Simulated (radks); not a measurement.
## Atomic calculation for Ir⁺

- system: Ir⁺ (Z = 77, 76 electrons) in the configuration [Xe] 4f14 5d7 6s1 (high spin).
- method: scalar-relativistic Kohn-Sham, Slater X-alpha with alpha = 0.642, spin-polarised, spherical densities, finite nucleus (the in-house radial solver radks)

## Results in brief

```
                       quantity                      value
                        outcome                  converged
                   total energy        −17793.6319 hartree
                 kinetic energy         19774.9695 hartree
        electron–nucleus energy        −44154.7294 hartree
                 Hartree energy          6901.5736 hartree
    exchange–correlation energy        −315.445595 hartree
radius at density 0.001 e/bohr³                  4.12 bohr
                 SCF iterations                         15
                       hardware  1 CPU thread, shared host
```

## Input
```
Z 77
configuration [Xe] 4f14 5d7 6s1
relativity scalar-relativistic
functional xalpha 0.642
spin polarised
nucleus finite rms 5.4032 fm
c 137.035999084
```

Energies in input and log are in hartree, lengths in bohr (the nuclear radius in fm).

## Log
```
1s      1   1.0000       -2793.46671315
2s      1   1.0000        -488.77579180
2p      1   3.0000        -424.92198137
3s      1   1.0000        -114.43478385
3p      1   3.0000         -95.75893448
3d      1   5.0000         -75.12045073
4s      1   1.0000         -24.54667555
4p      1   3.0000         -18.41893263
4d      1   5.0000         -10.88248613
4f      1   7.0000          -2.50614374
5s      1   1.0000          -3.86057739
5p      1   3.0000          -2.28038651
5d      1   5.0000          -0.54578825
6s      1   1.0000          -0.49651061
1s      2   1.0000       -2793.46598034
2s      2   1.0000        -488.76942665
2p      2   3.0000        -424.91661502
3s      2   1.0000        -114.43148635
3p      2   3.0000         -95.75545900
3d      2   5.0000         -75.11556720
4s      2   1.0000         -24.53965027
4p      2   3.0000         -18.41171137
4d      2   5.0000         -10.87373327
4f      2   7.0000          -2.49239349
5s      2   1.0000          -3.80609415
5p      2   3.0000          -2.21126274
5d      2   2.0000          -0.45371140
6s      2   0.0000          -0.40643583
Etot -17793.631885674025
Ekin 19774.969540342012
Encl -44154.72939761686
Eh 6901.573566694468
Exc -315.44559509364757
err 8.141092768144943e-09
it 15
```

## Orbitals

| orbital | occupation | energy (eV) | ⟨r⟩ (bohr) | outer maximum (bohr) |
| --- | --- | --- | --- | --- |
| 1s up | 1 | −76014.1 | 0.01746 | 0.0108 |
| 1s down | 1 | −76014.1 | 0.01746 | 0.0108 |
| 2s up | 1 | −13300.3 | 0.07368 | 0.0624 |
| 2s down | 1 | −13300.1 | 0.07368 | 0.0624 |
| 2p up | 3 | −11562.7 | 0.06628 | 0.0514 |
| 2p down | 3 | −11562.6 | 0.06628 | 0.0514 |
| 3s up | 1 | −3113.9 | 0.1907 | 0.176 |
| 3s down | 1 | −3113.8 | 0.1907 | 0.176 |
| 3p up | 3 | −2605.7 | 0.1915 | 0.175 |
| 3p down | 3 | −2605.6 | 0.1915 | 0.175 |
| 3d up | 5 | −2044.1 | 0.1734 | 0.142 |
| 3d down | 5 | −2044.0 | 0.1734 | 0.142 |
| 4s up | 1 | −667.949 | 0.4239 | 0.398 |
| 4s down | 1 | −667.758 | 0.4239 | 0.398 |
| 4p up | 3 | −501.205 | 0.4512 | 0.418 |
| 4p down | 3 | −501.008 | 0.4511 | 0.418 |
| 4d up | 5 | −296.128 | 0.4793 | 0.427 |
| 4d down | 5 | −295.889 | 0.4791 | 0.427 |
| 5s up | 1 | −105.052 | 0.9804 | 0.892 |
| 5s down | 1 | −103.569 | 0.9762 | 0.890 |
| 4f up | 7 | −68.196 | 0.5377 | 0.395 |
| 4f down | 7 | −67.821 | 0.5358 | 0.395 |
| 5p up | 3 | −62.052 | 1.139 | 1.01 |
| 5p down | 3 | −60.172 | 1.131 | 1.00 |
| 5d up | 5 | −14.852 | 1.694 | 1.31 |
| 6s up | 1 | −13.511 | 2.698 | 2.33 |
| 5d down | 2 | −12.346 | 1.690 | 1.30 |
| 6s down | 0 | −11.060 | 2.794 | 2.36 |

## Slater integrals of the outer shells (hartree)

| integral | value |
| --- | --- |
| F0(6s,6s) | 0.3341 |
| F0(6s,5d) | 0.3902 |
| G2(6s,5d) | 0.1044 |
| F0(6s,5p) | 0.4156 |
| G1(6s,5p) | 0.0309 |
| F0(6s,4f) | 0.4390 |
| G3(6s,4f) | 0.0119 |
| F0(5d,5d) | 0.5366 |
| F2(5d,5d) | 0.2733 |
| F4(5d,5d) | 0.1789 |
| F0(5d,5p) | 0.6275 |
| F2(5d,5p) | 0.3000 |
| G1(5d,5p) | 0.3543 |
| G3(5d,5p) | 0.2179 |
| F0(5d,4f) | 0.7047 |
| F2(5d,4f) | 0.1559 |
| F4(5d,4f) | 0.0716 |
| G1(5d,4f) | 0.0525 |
| G3(5d,4f) | 0.0481 |
| G5(5d,4f) | 0.0382 |

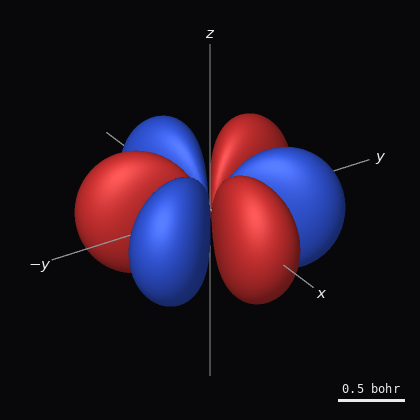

Fig. 1: The 4f(x(x²−3y²)) orbital of up spin. The radial function comes from the spherical calculation and is multiplied by a real spherical harmonic; the overall sign is chosen so that the largest lobe of P(r) is positive; at the scalar-relativistic level it is the large component. The surface of constant |ψ| that holds about 90 % of the electron is drawn, red where ψ is positive and blue where it is negative. It has three nodal planes that hold the z axis and no radial node. The maximum of P² lies at 0.395 bohr, ⟨r⟩ = 0.538 bohr, 90 % of the charge lies within 0.874 bohr, and the eigenvalue is −68.2 eV, with 7 electrons in the shell for this spin.

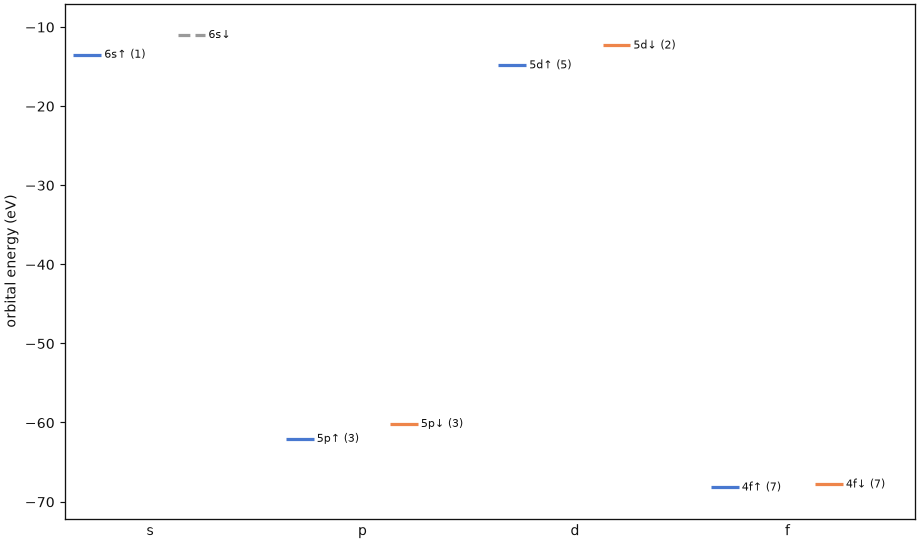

Fig. 2: The outer levels are drawn by angular momentum (occupations in brackets, up spins at the left of each column and down spins at the right, empty levels dashed). The highest occupied level is 5d down at −12.3 eV. The highest 3 occupied levels, from the top down, are 5d down (−12.3 eV), 6s up (−13.5 eV), 5d up (−14.9 eV). The lowest empty level drawn is 6s down at −11.1 eV. The largest exchange splitting (down less up) among the shells drawn in both spins is that of 5d, 2.51 eV.

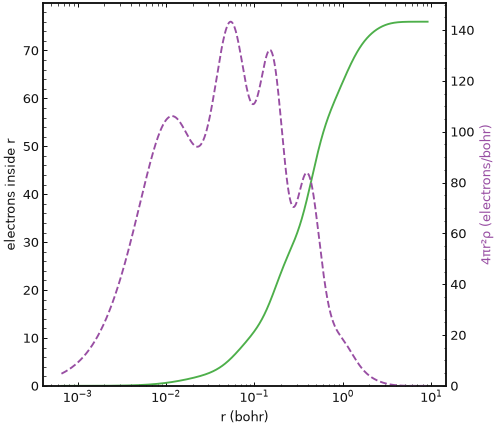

Fig. 3: The number of electrons inside radius r (solid) and the radial density 4πr²ρ (dashed). The count levels off at 76 electrons. Half of them lie within 0.382 bohr, 90 % within 1.33 bohr and 99 % within 2.97 bohr. The radial density has minima at 0.0226, 0.0963 and 0.277 bohr, where the count stands at 1.9, 11.0 and 29.9; these part the shells that the density resolves.

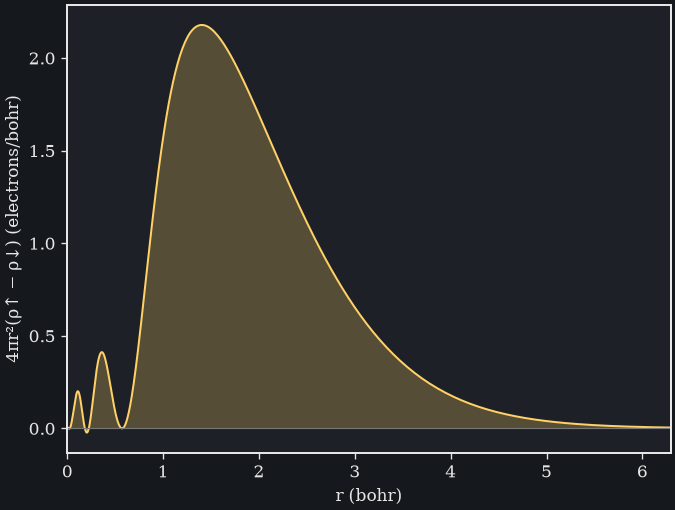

Fig. 4: The radial spin density. The curve integrates to 4 unpaired electrons, held by 5d (+3) and 6s (+1). Its largest value, 2.18 electrons/bohr, lies near r = 1.4 bohr. Regions of the opposite sign are negligible.
